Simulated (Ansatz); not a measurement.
**Run report: GaH2Cl2O, geometry relaxation (part 2 of 2)**

The same run, continued: GaH2Cl2O, multiplicity 2; UKS BLYP/def2-SVP (Ansatz 0.2.0). It belongs to a series of runs on one base structure; here: end point A relaxed.

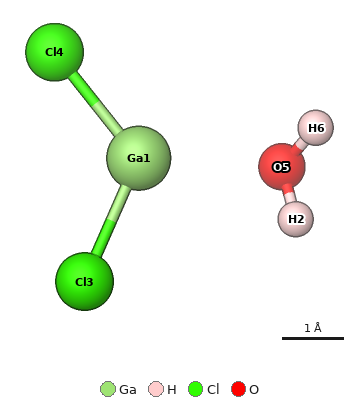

Figure 1. The geometry at step 18 of the log (ball-and-stick view, seen at a tilt; atoms are numbered from 1 in the order of the input).

## Trajectory as extended XYZ, continued
```
6
Properties=species:S:1:pos:R:3:forces:R:3 step=8 energy=-79489.72824
Ga   -0.0081   -0.0322    0.0141   -0.0396  -0.0100  -0.3435
H     0.0929   -0.0256    2.0165    0.0396   0.0509   1.5925
Cl    1.8872    0.0139   -1.0961    0.1590   0.0046  -0.1135
Cl   -1.9359   -0.0200   -1.0393   -0.1684  -0.0003  -0.0914
O     0.0120    0.0169    3.0473    0.0651   0.0167  -1.0493
H    -0.5625   -0.7541    3.2346   -0.0558  -0.0618   0.0052
6
Properties=species:S:1:pos:R:3:forces:R:3 step=9 energy=-79489.80920
Ga   -0.0131   -0.0342   -0.0457   -0.0278  -0.0073  -0.1894
H     0.1274   -0.0213    2.1072    0.3095  -0.0687  -0.7639
Cl    1.9105    0.0148   -1.1263    0.0758   0.0045  -0.0999
Cl   -1.9658   -0.0195   -1.0679   -0.1023   0.0019  -0.0882
O    -0.0034    0.0212    3.0640   -0.3644  -0.0883   1.1969
H    -0.5699   -0.7621    3.2458    0.1092   0.1580  -0.0556
6
Properties=species:S:1:pos:R:3:forces:R:3 step=10 energy=-79489.89010
Ga   -0.0197   -0.0270   -0.0866   -0.0907   0.0012  -0.0221
H     0.2443   -0.0811    2.1796    0.2659  -0.0488   0.1710
Cl    1.9038    0.0278   -1.1754    0.0619   0.0123  -0.0962
Cl   -1.9785   -0.0210   -1.1081   -0.0412   0.0073  -0.0538
O    -0.0677    0.0573    3.1050   -0.2706  -0.1304  -0.0017
H    -0.5966   -0.7572    3.2627    0.0748   0.1584   0.0028
6
Properties=species:S:1:pos:R:3:forces:R:3 step=11 energy=-79489.88461 accepted=F
Ga   -0.0311   -0.0210   -0.1218   -0.1182  -0.0196   0.1408
H     0.4033   -0.1530    2.2698   -0.9517   0.6367   1.9100
Cl    1.9009    0.0402   -1.2097    0.0325   0.0202  -0.0940
Cl   -2.0038   -0.0224   -1.1316    0.0275   0.0133  -0.0338
O    -0.1629    0.1081    3.1134    1.0408  -0.8489  -2.0192
H    -0.6207   -0.7530    3.2570   -0.0308   0.1983   0.0963
6
Properties=species:S:1:pos:R:3:forces:R:3 step=12 energy=-79489.92845
Ga   -0.0276   -0.0267   -0.1090   -0.0926  -0.0016   0.0439
H     0.3184   -0.1003    2.2368    0.1345   0.0206   0.4307
Cl    1.9029    0.0322   -1.1962    0.0289   0.0143  -0.0834
Cl   -1.9924   -0.0224   -1.1273   -0.0051   0.0092  -0.0418
O    -0.1038    0.0733    3.1173   -0.1052  -0.1749  -0.3776
H    -0.6118   -0.7572    3.2554    0.0394   0.1325   0.0283
6
Properties=species:S:1:pos:R:3:forces:R:3 step=13 energy=-79489.96347
Ga   -0.0354   -0.0256   -0.1184   -0.0933  -0.0133   0.1068
H     0.3943   -0.1292    2.2909   -0.1680   0.1585   0.7623
Cl    1.8969    0.0368   -1.2086    0.0301   0.0180  -0.0844
Cl   -2.0007   -0.0214   -1.1384   -0.0054   0.0117  -0.0457
O    -0.1532    0.0938    3.0991    0.3107  -0.1534  -0.7902
H    -0.6164   -0.7555    3.2526   -0.0741  -0.0216   0.0511
6
Properties=species:S:1:pos:R:3:forces:R:3 step=14 energy=-79490.01205
Ga   -0.0762   -0.0467   -0.0904   -0.0631  -0.0043  -0.0212
H     0.5094   -0.1509    2.3837   -0.2171   0.0906   0.6248
Cl    1.8572    0.0555   -1.2003   -0.0331   0.0160   0.0129
Cl   -2.0008   -0.0313   -1.2019    0.0309   0.0124   0.0294
O    -0.1387    0.0992    3.0976    0.2054  -0.2476  -0.6494
H    -0.6653   -0.7269    3.1885    0.0771   0.1330   0.0035
6
Properties=species:S:1:pos:R:3:forces:R:3 step=15 energy=-79490.04573
Ga   -0.0962   -0.0453   -0.0630   -0.0553  -0.0175  -0.0208
H     0.5577   -0.1660    2.4177   -0.0005   0.0157   0.3554
Cl    1.8402    0.0559   -1.1705   -0.0063   0.0207   0.0145
Cl   -2.0004   -0.0361   -1.2071   -0.0093   0.0161   0.0187
O    -0.1500    0.1110    3.0469   -0.0081  -0.1846  -0.3637
H    -0.6656   -0.7207    3.1530    0.0795   0.1496  -0.0042
6
Properties=species:S:1:pos:R:3:forces:R:3 step=16 energy=-79490.06259
Ga   -0.1292   -0.0700   -0.0743   -0.0083  -0.0703   0.1228
H     0.6858   -0.2153    2.5559   -1.6166   0.8196   0.8407
Cl    1.8398    0.0746   -1.1347   -0.0114   0.0335  -0.0055
Cl   -2.0364   -0.0299   -1.2169   -0.0462   0.0306  -0.0407
O    -0.2117    0.1485    2.9192    1.6424  -1.2081  -0.8503
H    -0.6628   -0.7090    3.1277    0.0401   0.3947  -0.0670
6
Properties=species:S:1:pos:R:3:forces:R:3 step=17 energy=-79490.10703
Ga   -0.1537   -0.1039   -0.0592   -0.0033  -0.1414   0.1543
H     0.7634   -0.2251    2.7338   -2.0093   0.9217   0.0949
Cl    1.8063    0.0941   -1.1289    0.0629   0.0533  -0.0141
Cl   -2.0456   -0.0116   -1.2309   -0.1102   0.0488  -0.0558
O    -0.2152    0.1303    2.7649    2.0934  -1.2263  -0.0026
H    -0.6696   -0.6849    3.0974   -0.0335   0.3439  -0.1767
6
Properties=species:S:1:pos:R:3:forces:R:3 step=18 energy=-79490.23257
Ga   -0.2036   -0.2973   -0.0493    0.0346  -0.1566   0.0381
H     0.7864   -0.1827    2.7413   -1.0007   0.4403   0.0259
Cl    1.7830    0.1456   -1.0106   -0.0645   0.0481   0.0970
Cl   -2.0611    0.0604   -1.2435   -0.0132   0.0684   0.0416
O    -0.1681    0.1395    2.7203    1.0314  -0.5914  -0.1070
H    -0.6510   -0.6666    3.0190    0.0125   0.1912  -0.0955
6
Properties=species:S:1:pos:R:3:forces:R:3 step=19 energy=-79490.31331
Ga   -0.2237   -0.4961   -0.0433    0.0624   0.1453  -0.2109
H     0.7895   -0.1540    2.7240    0.2439   0.0112   0.0546
Cl    1.7645    0.2098   -0.8996   -0.2896  -0.0938   0.2459
Cl   -2.0642    0.1335   -1.2051    0.2075  -0.0498   0.2454
O    -0.1374    0.1340    2.6177   -0.2824  -0.1934  -0.2495
H    -0.6432   -0.6283    2.9835    0.0583   0.1805  -0.0856
6
Properties=species:S:1:pos:R:3:forces:R:3 step=20 energy=-79490.39871
Ga   -0.2314   -0.5766   -0.0432    0.0942   0.1030  -0.0915
H     0.7967   -0.0992    2.7115   -0.1580   0.2037  -0.2186
Cl    1.7822    0.2192   -0.7477   -0.2944  -0.0831   0.1804
Cl   -2.0986    0.1681   -1.0945    0.2307  -0.0306   0.2158
O    -0.1299    0.0924    2.4274    0.0298  -0.5912   0.2443
H    -0.6334   -0.6050    2.9236    0.0978   0.3983  -0.3303
6
Properties=species:S:1:pos:R:3:forces:R:3 step=21 energy=-79490.46339
Ga   -0.2239   -0.6711    0.0372    0.0799   0.1318  -0.3262
H     0.7818   -0.0276    2.6416   -0.4087   0.2170  -0.5277
Cl    1.7511    0.2344   -0.6302   -0.2069  -0.1203   0.1884
Cl   -2.0573    0.2171   -0.9652    0.1948  -0.0851   0.2513
O    -0.1324    0.0307    2.2475    0.3205  -0.4906   0.8639
H    -0.6337   -0.5847    2.8462    0.0203   0.3472  -0.4497
6
Properties=species:S:1:pos:R:3:forces:R:3 step=22 energy=-79490.51920
Ga   -0.2046   -0.7634   -0.0206   -0.0157   0.3922  -0.0898
H     0.7650    0.0393    2.5068   -0.2419   0.1161  -0.3588
Cl    1.8088    0.2225   -0.4438   -0.2406  -0.1521   0.0572
Cl   -2.0993    0.2475   -0.7870    0.3303  -0.1804   0.1499
O    -0.1597    0.0300    2.1522    0.2854  -0.2475   0.3182
H    -0.6246   -0.5770    2.7695   -0.1175   0.0716  -0.0766
6
Properties=species:S:1:pos:R:3:forces:R:3 step=23 energy=-79490.53768
Ga   -0.2086   -0.7453    0.0107   -0.1367   0.1287  -0.1832
H     0.7271    0.1506    2.3702   -0.6606  -0.0262  -0.2972
Cl    1.8414    0.1680   -0.3678   -0.1743  -0.0414   0.0786
Cl   -2.0890    0.2807   -0.7339    0.2605  -0.1104   0.0617
O    -0.2306    0.0069    2.1188    0.5958  -0.3310   0.7381
H    -0.5548   -0.6620    2.7791    0.1153   0.3802  -0.3979
6
Properties=species:S:1:pos:R:3:forces:R:3 step=24 energy=-79490.55790
Ga   -0.2631   -0.7797    0.0088   -0.1348   0.1710  -0.0809
H     0.7028    0.2381    2.2795   -0.6654  -0.1711  -0.2055
Cl    1.7906    0.1477   -0.2726   -0.0488  -0.0305   0.0345
Cl   -2.0556    0.3340   -0.7968    0.1841  -0.1202   0.0619
O    -0.2528   -0.0229    2.1333    0.5346  -0.3607   0.7012
H    -0.4364   -0.7183    2.8248    0.1304   0.5115  -0.5111
6
Properties=species:S:1:pos:R:3:forces:R:3 step=25 energy=-79490.57875
Ga   -0.3053   -0.7553    0.0144    0.0838  -0.2351   0.0890
H     0.6065    0.3392    2.1782    0.0297  -0.0660   0.0411
Cl    1.7914    0.0814   -0.1967    0.0023   0.0706   0.0305
Cl   -2.0258    0.3670   -0.8146   -0.1336   0.1427  -0.0930
O    -0.2983   -0.0515    2.1734   -0.0584   0.1837  -0.1598
H    -0.2829   -0.7819    2.8224    0.0762  -0.0959   0.0923
6
Properties=species:S:1:pos:R:3:forces:R:3 step=26 energy=-79490.58660
Ga   -0.3212   -0.7819    0.0261    0.0069  -0.0534   0.0418
H     0.6485    0.2938    2.1369   -0.1059  -0.0726   0.0086
Cl    1.7569    0.1187   -0.1435    0.0616   0.0234  -0.0111
Cl   -2.0219    0.3698   -0.8299   -0.0607   0.0425  -0.0445
O    -0.2834   -0.0396    2.1614    0.0473   0.0049   0.0326
H    -0.2932   -0.7619    2.8261    0.0509   0.0553  -0.0274
6
Properties=species:S:1:pos:R:3:forces:R:3 step=27 energy=-79490.58831
Ga   -0.3310   -0.7849    0.0331   -0.0216  -0.0052  -0.0122
H     0.6307    0.3023    2.1117   -0.0328  -0.0337   0.0298
Cl    1.7557    0.1149   -0.1300    0.0084   0.0026   0.0083
Cl   -2.0182    0.3823   -0.8478    0.0012  -0.0038  -0.0021
O    -0.2927   -0.0471    2.1726    0.0119  -0.0057   0.0164
H    -0.2588   -0.7687    2.8375    0.0329   0.0457  -0.0402
6
Properties=species:S:1:pos:R:3:forces:R:3 step=28 energy=-79490.58852
Ga   -0.3455   -0.7802    0.0391    0.0138  -0.0162  -0.0059
H     0.6255    0.3145    2.1107   -0.0082  -0.0104  -0.0034
Cl    1.7502    0.1051   -0.1125    0.0077   0.0040  -0.0083
Cl   -2.0198    0.3838   -0.8663   -0.0069   0.0104   0.0020
O    -0.2937   -0.0433    2.1812   -0.0102   0.0004   0.0145
H    -0.2311   -0.7809    2.8249    0.0038   0.0117   0.0012
```

This output came from the following input.

## Input file
```yaml
crystal:
  periodic: [false, false, false]
  atoms:
    - { symbol: Ga, position_ang: [0.021717, 0.012915, -0.126181] }
    - { symbol: H, position_ang: [0.034619, -0.021459, 1.444856] }
    - { symbol: Cl, position_ang: [1.851654, 0.029632, -1.294234] }
    - { symbol: Cl, position_ang: [-1.836333, 0.019304, -1.252675] }
    - { symbol: O, position_ang: [-0.027037, -0.006264, 3.645025] }
    - { symbol: H, position_ang: [-0.559019, -0.835229, 3.760309] }
magnetization:
  spin_polarized: true
  initial_magnetization: 1
basis:
  gaussian: { orbitals: def2-SVP }
hamiltonian:
  xc: blyp
relax:
  f_tol: 0.03
  max_steps: 50
```

Command:
```bash
ansatz run input.yaml --threads 4 --pin off --max-ram 5120MiB --backend cpu --events-out ev --progress --plain --runs-dir out
```

## Key numbers

| quantity | value |
| --- | --- |
| outcome | converged |
| total energy | −79490.5888 eV |
| mean-field energy | −79490.5888 eV |
| ⟨S²⟩ | 0.751 |
| largest force (length of the vector) at the end | 0.022 eV/Å |
| hardware | 4 threads of Arm Neoverse V2, 24 GiB of memory available, shared host |
| wall time | 47 s (CPU time 2.9 min) |
| peak memory | 0.21 GiB |
